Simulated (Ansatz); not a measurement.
# Sb$_{2}$PdN$_{4}$: what the fields show

```yaml
crystal:
  lattice:
    - [5.99398, 0.00000, 0.00000]
    - [0.00000, 5.99398, 0.00000]
    - [0.00000, 0.00000, 6.09155]
  atoms:
    - { symbol: Sb, position: [0.00000, 0.50000, 0.00000] }
    - { symbol: Sb, position: [0.50000, 0.00000, 0.50000] }
    - { symbol: Sb, position: [0.50000, 0.00000, 0.00000] }
    - { symbol: Sb, position: [0.00000, 0.50000, 0.50000] }
    - { symbol: Pd, position: [0.00000, 0.00000, 0.00000] }
    - { symbol: Pd, position: [0.50000, 0.50000, 0.50000] }
    - { symbol: N, position: [0.22821, 0.77179, 0.00000] }
    - { symbol: N, position: [0.72821, 0.27179, 0.50000] }
    - { symbol: N, position: [0.22821, 0.22821, 0.00000] }
    - { symbol: N, position: [0.72821, 0.72821, 0.50000] }
    - { symbol: N, position: [0.77179, 0.22821, 0.00000] }
    - { symbol: N, position: [0.27179, 0.72821, 0.50000] }
    - { symbol: N, position: [0.27179, 0.27179, 0.50000] }
    - { symbol: N, position: [0.77179, 0.77179, 0.00000] }
```

Space group I4/mmm; a structure from a database of computed crystals, not necessarily the ambient phase; started from the Li2WS4-121 prototype, which need not be the ambient phase.

The calculation used Ansatz 0.2.0, DFT, r2SCAN+rVV10, plane waves, PAW.

The density is the valence pseudo-density of a PAW calculation; it isn't the true density close to the nuclei.

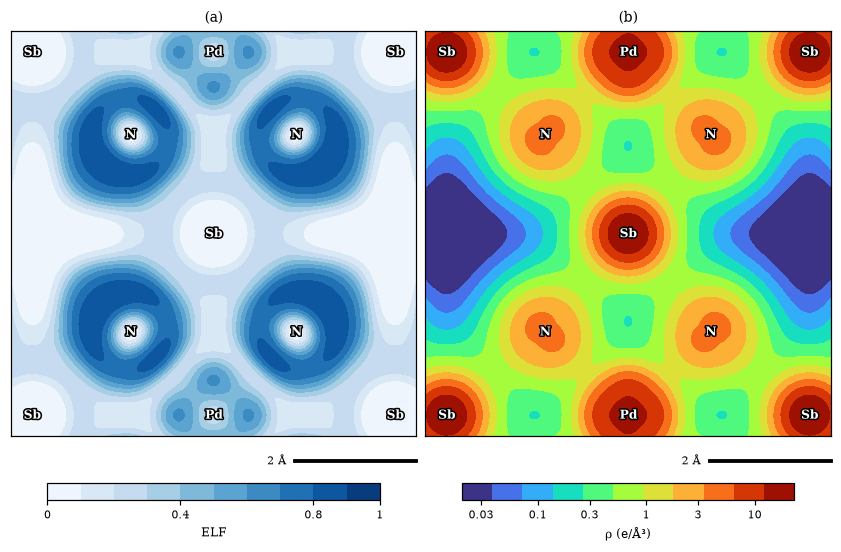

Figure 1. (a) electron localisation function; (b) valence charge density (pseudo) on the (001) plane of the conventional cell.

> Describe what can be read from this map.

The section cuts through Sb, Pd and N sites. Pd–N (1.93 Å): ρ is about 1 e/Å³ halfway; the ELF peaks at about 0.85 in the valence shell of N, 0.6 Å from its nucleus, and is about 0.25 at the midpoint. Sb–N (2.13 Å): the density is about 0.66 e/Å³ at the midpoint; the ELF peaks at about 0.80 in the valence shell of N, 0.6 Å from its nucleus, and is about 0.35 at the midpoint. Between the atoms the lowest density in this plane is 0.008 e/Å³. The features right at Pd lie inside the PAW spheres, where the map follows smoothed inner orbitals and isn't to be read closely.

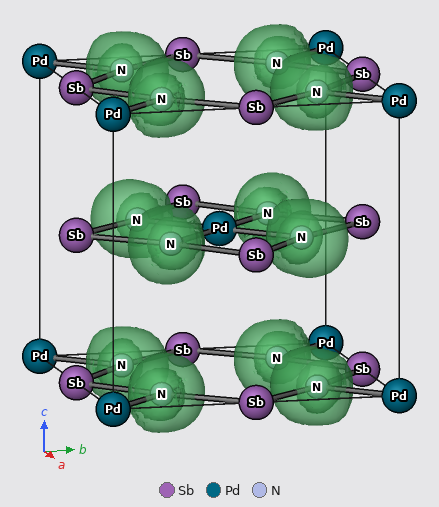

Figure 2. Isosurface of the ELF at 0.75 (green), seen at an oblique angle. Core shells and regions of very low density are left out. Sticks mark near contacts.

> What do the ELF domains correspond to?

The ELF exceeds this value in eight regions wrapped around N (the valence shell of each), counted in one cell of 14 atoms. Regions shared between cells count once.
